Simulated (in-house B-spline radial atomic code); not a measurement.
**W³⁺: density, ELF and screening along the radius**

How do the shells of W³⁺ show in real space, and how much do the settings move them?

Program: in-house B-spline radial atomic code version 1. Level of theory: several methods, spin-polarised, as named in each step; spherical all-electron atom at the radial basis limit. These are calculated values, not measurements, unless marked.

**1. The system**

```
element       : tungsten (Z = 74)
charge        : +3
electrons     : 71
configuration : [Xe] 4f14 5d3
nucleus       : point (non-relativistic runs) or finite (X2C runs)
```

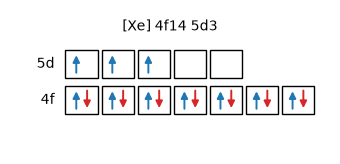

Outer shells as boxes.

Where spins are not typed, each open shell is filled with up spins first.

**2. PBE, X2C**

Input settings:

```ini
Z = 74
electrons = 71.0
configuration = [Xe] 4f14 5d3
hamiltonian = x2c
method = pbe,pbe
spin_polarised = True
nucleus = fermi
rms_radius = 5.3658
mass_number = 184
atomic_mass = 183.95093318
speed_of_light = 137.035999084
```

Launch:

```console
$ python run_scf.py task.json out
```

The settings of every run stand in task.json; they run in order.

**3. Hartree-Fock, X2C**

The settings differ from step 2 so:

```diff
@@ -4,3 +4,3 @@
 hamiltonian = x2c
-method = pbe,pbe
+method = hf
 spin_polarised = True
```

**4. AM05, X2C**

The settings differ from step 3 so:

```diff
@@ -4,3 +4,3 @@
 hamiltonian = x2c
-method = hf
+method = am05
 spin_polarised = True
```

**5. PBEsol, X2C**

The settings differ from step 4 so:

```diff
@@ -4,3 +4,3 @@
 hamiltonian = x2c
-method = am05
+method = pbesol
 spin_polarised = True
```

**6. BP86, X2C**

The settings differ from step 5 so:

```diff
@@ -4,3 +4,3 @@
 hamiltonian = x2c
-method = pbesol
+method = b88,p86
 spin_polarised = True
```

Q: How large is the system in each run, where do the shell borders lie, and what is the highest level?

The runs gave:

| run | total energy (hartree) | highest level (eV) | radius holding 50 / 90 / 99 % (bohr) | radius at n = 0.001 (bohr) | ELF minima on the full grid (bohr) |
| --- | --- | --- | --- | --- | --- |
| PBE, X2C | -16141.8011 | -32.080 | 0.378 / 1.17 / 2.29 | 3.41 | 0.024, 0.11, 0.31, 0.90 |
| Hartree-Fock, X2C | -16136.6637 | -37.595 | 0.378 / 1.17 / 2.28 | 3.39 | 0.024, 0.11, 0.31, 0.89 |
| AM05, X2C | -16132.0152 | -32.083 | 0.378 / 1.17 / 2.29 | 3.40 | 0.024, 0.11, 0.31, 0.90 |
| PBEsol, X2C | -16136.7015 | -32.108 | 0.378 / 1.17 / 2.29 | 3.40 | 0.024, 0.11, 0.31, 0.90 |
| BP86, X2C | -16143.8215 | -32.147 | 0.378 / 1.17 / 2.29 | 3.40 | 0.024, 0.11, 0.31, 0.90 |

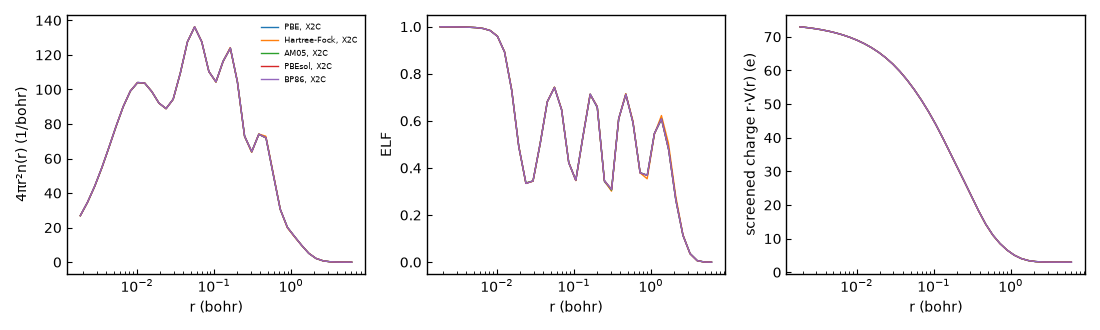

Radial density, ELF and screened nuclear charge of all runs.

In the first run ELF has 4 minima on the grid, which mark the borders between shells. On the record's full grid the screened charge (r times the electrostatic potential) falls from 73.8 near the nucleus to 3.00 at 6.1 bohr; far out it tends to the net charge, 3. The grid is coarse (about 24 % a step), so the places of minima are rough. For X2C runs ELF uses the non-relativistic kinetic energy density, and the fields carry no picture-change correction.
